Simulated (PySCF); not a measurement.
Electron detachment energy of K⁻ ([Ar] 4s² → [Ar] 4s). PySCF, aug-cc-pVQZ-X2C, spin-free X2C-1e, unrestricted single determinants, no spin-orbit coupling. Methods marked “valence” freeze 18 core electrons.

The results, method by method:

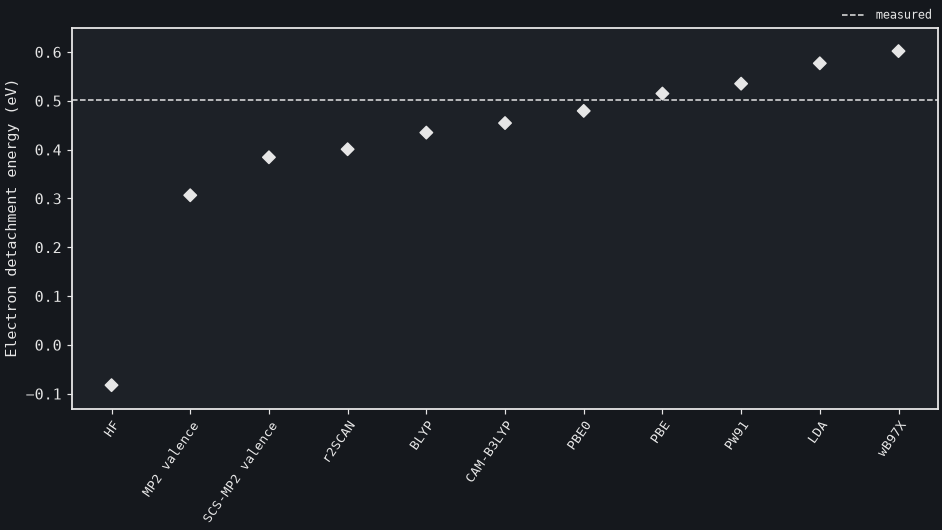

```csv
Method,Electron detachment energy (eV)
HF,−0.082
LDA,0.577
PBE,0.515
PBE0,0.479
r2SCAN,0.401
BLYP,0.435
CAM-B3LYP,0.455
wB97X,0.602
PW91,0.535
MP2 valence,0.307
SCS-MP2 valence,0.384
```

The values run from −0.082 eV (HF) to 0.602 eV (wB97X). The measured value is 0.501 eV; nearest to it come PBE (+0.014) and PBE0 (−0.022), furthest HF (−0.584 eV).

Caveat: highest occupied orbital is unbound.
